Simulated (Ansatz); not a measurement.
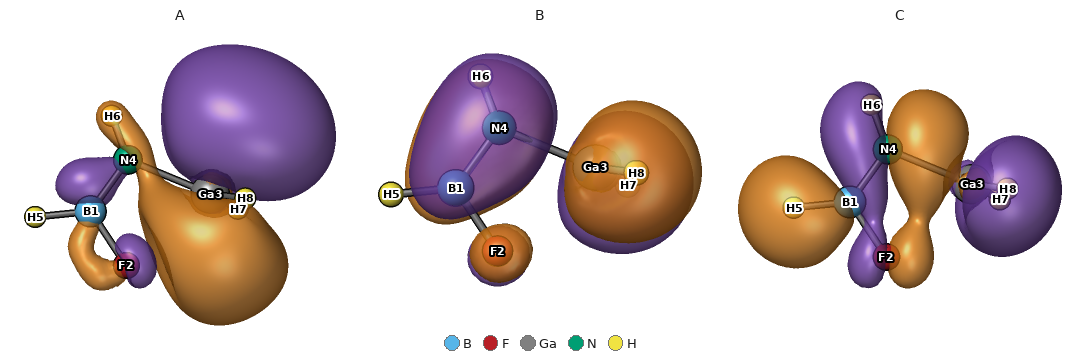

Figure. BFGaH$_{4}$N. Three frontier orbitals at ±0.06 Å⁻³ᐟ² (orange and purple are the two phases), in no order.

Geometry: B3LYP-D3(BJ)/def2-SVP.

All numbers below come from Ansatz, isolated molecule in a Gaussian basis; Kohn-Sham density functional theory, functional PBE0.

```
atom    x (Å)    y (Å)    z (Å)
   B  -0.5921  -0.3701  -0.5426
   F  -0.2382  -1.3416  -1.4838
  Ga   1.8891  -1.1669  -0.4219
   N   0.4826  -0.0492   0.2537
   H  -1.7248   0.0296  -0.5575
   H   0.4510   0.6316   1.0019
   H   2.8113  -0.5466  -1.5251
   H   2.0788  -2.5565   0.2747
```

Which picture is the HOMO−1, the HOMO and the LUMO?

Answer. C is the HOMO−1 (−9.14 eV). It lies mainly on N4 (about 30 %), Ga3 (about 20 %), H5 (about 15 %), B1 (about 15 %), H8 (about 5 %) and H7 (about 5 %). B is the HOMO (−7.91 eV). By Hirshfeld shares it lies mainly on N4 (about 40 %), Ga3 (about 15 %), H7 (about 10 %), H8 (about 10 %) and B1 (about 10 %). A is the LUMO (−1.12 eV). Its weight (Hirshfeld) is mainly on Ga3 (about 75 %).

What is the HOMO–LUMO gap?

Answer. 6.79 eV between the orbital energies.
